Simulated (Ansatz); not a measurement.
GeSiH5OBr: several calculations on one system

### Relaxation

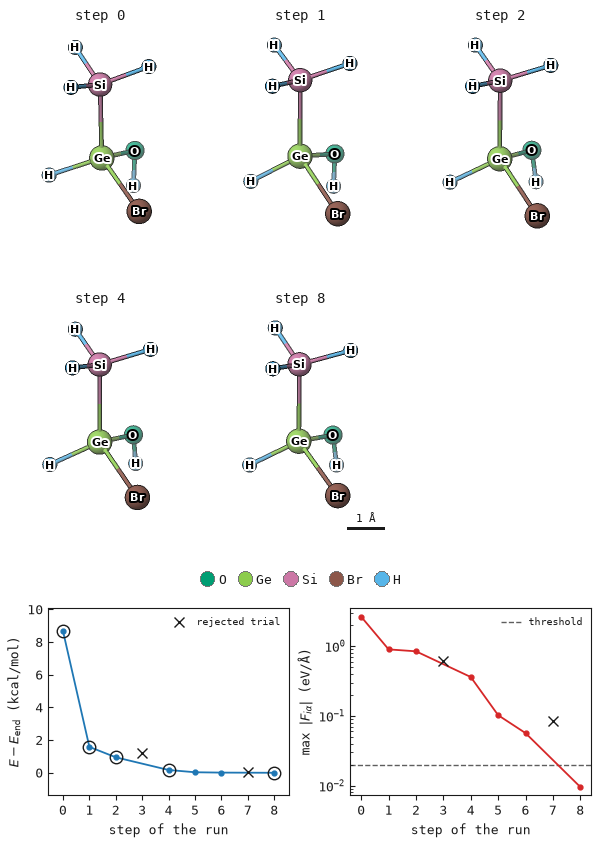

Frames of a relaxation of GeSiH5OBr, marked on the history of the run. A ball-and-stick model, seen from a free direction.

The run prepares an end point of a later path (hydrogen shift) calculation, from a guessed geometry.

Method: Ansatz, RKS PBE0/def2-SVP. Set-up: no spin polarisation; force threshold 0.02 eV/Å; at most 50 steps.

What happens along the run?

The largest move after the best rigid fit is that of an H atom, 0.19 Å. By element the largest moves are H 0.19 Å, Si 0.09 Å, Ge 0.09 Å, Br 0.07 Å, O 0.07 Å. Among the contacts that change: Ge–Si 2.288 → 2.379 Å, H–O 1.055 → 0.964 Å, Br–Ge 2.251 → 2.332 Å, H–Si 1.529 → 1.493 Å. Among the angles between lasting bonds that change: Ge–O–H 102.1° → 113.3°, Si–Ge–H 110.0° → 118.6°, Br–Ge–H 110.2° → 104.7°. Over 6 accepted moves (8 points after the start) the energy falls by 8.68 kcal/mol. The largest force component goes from 2.6 to 0.0096 eV/Å. The line search rejected the trial steps at points 3, 7 of the run. Cost: 30 s on 2 threads of Intel(R) Xeon(R) Platinum 8488C (Sapphire Rapids), with other jobs on the host, peak memory 0.36 GiB. From step 0 to 1: an H atom moves most (0.18 Å), energy −7.10 kcal/mol. From step 1 to 2: an H atom moves most (0.15 Å), energy −0.64 kcal/mol. From step 2 to 4: an H atom moves most (0.09 Å), energy −0.78 kcal/mol. From step 4 to 8: an H atom moves most (0.07 Å), energy −0.17 kcal/mol.

### Relaxation

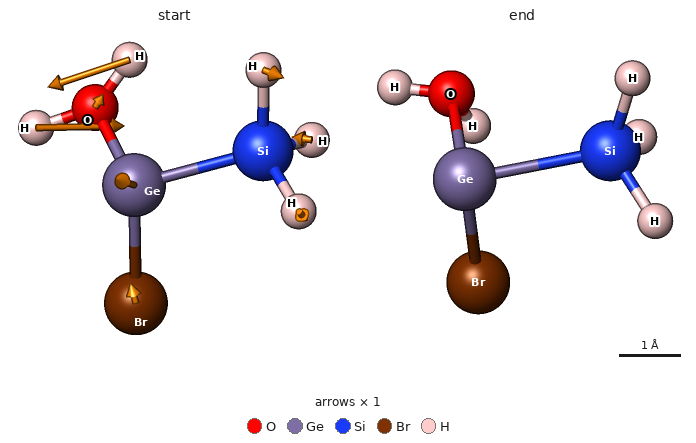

The structure of GeSiH5OBr before (left) and after (right) a relaxation, at one scale. The orange arrows give the displacements, at their true length.

A ball-and-stick model, seen at a tilt.

The run prepares an end point of a later path (hydrogen shift) calculation, from a guessed geometry.

Theory: RKS PBE0/def2-SVP (Ansatz 0.2.0). (no spin polarisation; force threshold 0.02 eV/Å; at most 50 steps)

Q: Summarise the run.

A: The energy falls by 65.1 kcal/mol in 22 accepted moves (24 points after the start). The largest force component goes from 5.4 to 0.0087 eV/Å. The line search rejected the trial steps at points 8, 14 of the run. An H atom moves most after the best rigid fit: 1.56 Å. By element the largest moves are H 1.56 Å, Ge 0.77 Å, Br 0.37 Å, O 0.28 Å, Si 0.10 Å. Among the contacts that change: Ge–O 1.794 → 2.229 Å, Br–Ge 2.251 → 2.436 Å, Ge–Si 2.288 → 2.473 Å, H–O 1.055 → 0.974 Å. Among the angles between lasting bonds that change: H–O–H 145.2° → 105.1°, O–Ge–Br 110.3° → 85.6°, O–Ge–Si 107.5° → 87.4°. Cost: 76 s on 2 threads of Intel(R) Xeon(R) Platinum 8488C (Sapphire Rapids), on a shared host, peak memory 0.35 GiB.

### Path

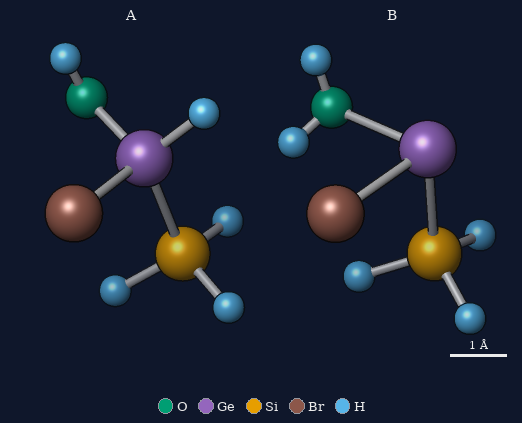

The two relaxed end points of a path for GeSiH5OBr. The picture is a ball-and-stick view, seen from a free direction.

Level of theory: RKS PBE0/def2-SVP in Ansatz 0.2.0.

Run with 7 movable images; climbing image; force threshold 0.03 eV/Å; iteration limit 51.

Start:
```xyz
9

O     0.3093    0.9731   -1.7502
Ge   -0.4832    0.6809   -0.1874
Si    0.7548   -1.0407    0.8919
Br   -2.6358   -0.1291   -0.5715
H    -0.1503    1.6231   -2.2947
H    -0.6941    2.0173    0.5552
H     2.1508   -0.5785    1.1501
H     0.7578   -2.2382    0.0046
H     0.0790   -1.3542    2.1848
```

End:
```xyz
9

O     0.1323    1.4510   -1.1309
Ge   -0.7430    0.9980    0.8688
Si    0.6953   -1.0131    0.9181
Br   -2.4707   -0.1940   -0.3673
H    -0.3156    0.7822   -1.6786
H    -0.2071    2.3015   -1.4432
H     2.0651   -0.7199    1.4574
H     0.8615   -1.6079   -0.4491
H     0.0707   -2.0442    1.8076
```

Predict the minimum-energy path and its barrier.

Answer. The highest point, image 4, lies 55.0 kcal/mol above the start and 39.3 kcal/mol above the end; the end is at +15.6 kcal/mol relative to the start. A hydrogen atom shifts from one atom to another. Breaking: Ge2–H6 (1.54 → 1.62 at the top → 2.71 Å). Forming: O1–H6 (2.72 → 1.43 at the top → 0.97 Å). The band converged in 13 iterations. The largest component of the band force went from 29 to 0.019 eV/Å. The climbing image converged on the top of the path. Its vibrational analysis gives one imaginary mode (1401i cm⁻¹), as a transition state must have.

Energies of the converged images:

| image | path (Å) | E (kcal/mol) |
| --- | --- | --- |
| 0 | 0.00 | 0.0 |
| 1 | 0.50 | 0.2 |
| 2 | 1.00 | 4.6 |
| 3 | 1.49 | 28.4 |
| 4 | 1.99 | 55.0 |
| 5 | 2.50 | 27.4 |
| 6 | 3.01 | 18.0 |
| 7 | 3.51 | 15.9 |
| 8 | 4.02 | 15.6 |

The geometry at the top of the path:

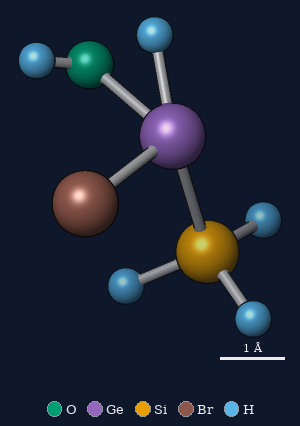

Cost: 4.5 min on 2 threads of Intel(R) Xeon(R) Platinum 8488C (Sapphire Rapids) (shared host), peak memory 0.36 GiB.
